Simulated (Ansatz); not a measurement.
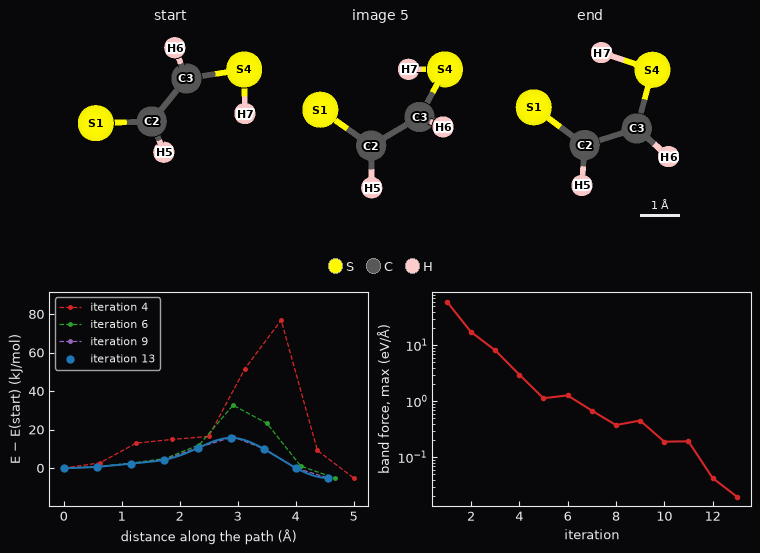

A nudged-elastic-band calculation for C₂H₃S₂ (charge +1). Images are numbered from 0 (start) to 8 (end). The plot follows the band through its iterations. A ball-and-stick model, seen at a tilt.

These are results of Ansatz 0.2.0, RKS revPBE-D4/6-31G*, not measurements. Settings: 7 movable images; climbing image; force threshold 0.03 eV/Å; iteration limit 60; starting path through a guess of the saddle point.

How did the profile develop, and is the result final?

Answer. The result is final at these settings. The band converged in 13 iterations. The largest component of the band force went from 60 to 0.02 eV/Å. The climbing image converged on the top of the path. Its vibrational analysis gives one imaginary mode (199i cm⁻¹), as a transition state must have. The first iteration put the highest image at 1512.4 kJ/mol. The highest point, image 5, lies 15.7 kJ/mol above the start and 20.8 kJ/mol above the end; the end is at −5.1 kJ/mol relative to the start.

The run took 3 min on 1 thread of Arm Neoverse V2, with other jobs on the host, peak memory 0.14 GiB.
